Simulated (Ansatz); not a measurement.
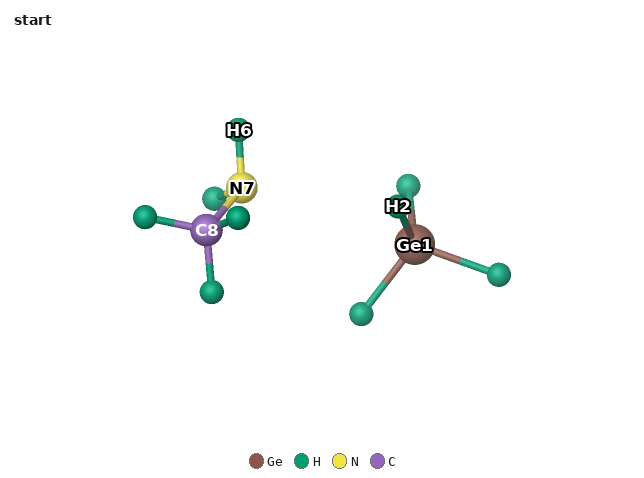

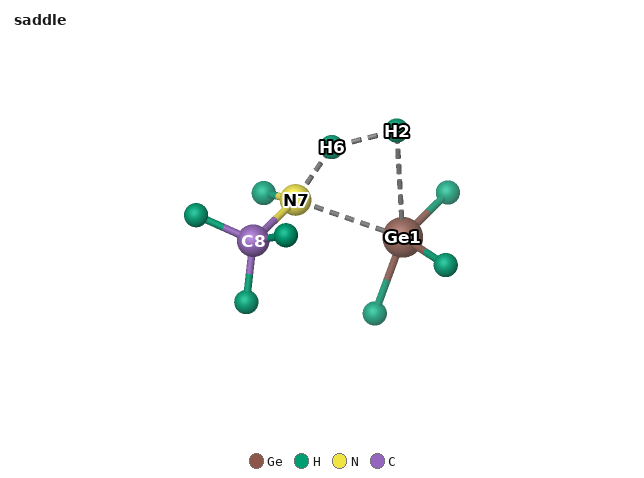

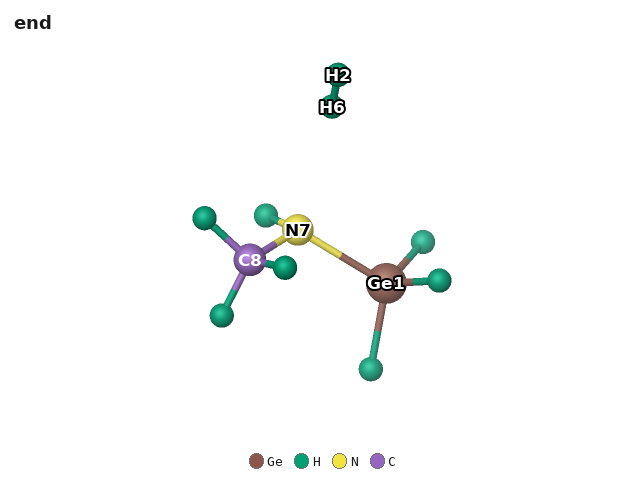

A saddle point and the two end points reached downhill from it. Broken sticks mark bonds that form or break. The species is neutral and a spin singlet. Geometries: PBE0-D4/def2-TZVP; all other levels are single points on them, and energies count from the start as drawn. Program: Ansatz 0.2.0. In CBS estimates cores are frozen, and CCSD(T) − MP2 is taken in the smaller basis.

Which bonds form and which break from start to end?

Formed: Ge1–N7, H2–H6; broken: Ge1–H2, H6–N7. At the saddle point Ge1···N7 is 1.99 Å, H2···H6 is 1.19 Å, Ge1···H2 is 2.09 Å, H6···N7 is 1.17 Å.

Give the electronic barrier and the reaction energy from start to end in kcal/mol (no zero-point energy) with CCSD(T)/CBS (MP2 limit from def2-TZVPP and def2-QZVPP plus CCSD(T) − MP2); PBE-QIDH (frozen core)/def2-TZVPP; SPW92 (LDA)/def2-SVP; RHF-MP2 (frozen core)/def2-QZVPP; BHLYP-D4/def2-TZVPP; BLYP-D4/def2-TZVPP; PBE0-D4/def2-TZVPP.

```tsv
level	barrier	reaction energy
CCSD(T)/CBS (MP2 limit from def2-TZVPP and def2-QZVPP plus CCSD(T) − MP2)	51.8	+6.8
PBE-QIDH (frozen core)/def2-TZVPP	50.2	+7.6
SPW92 (LDA)/def2-SVP	35.9	+8.9
RHF-MP2 (frozen core)/def2-QZVPP	50.6	+5.1
BHLYP-D4/def2-TZVPP	54.0	+8.6
BLYP-D4/def2-TZVPP	46.7	+6.7
PBE0-D4/def2-TZVPP	47.5	+8.5
```
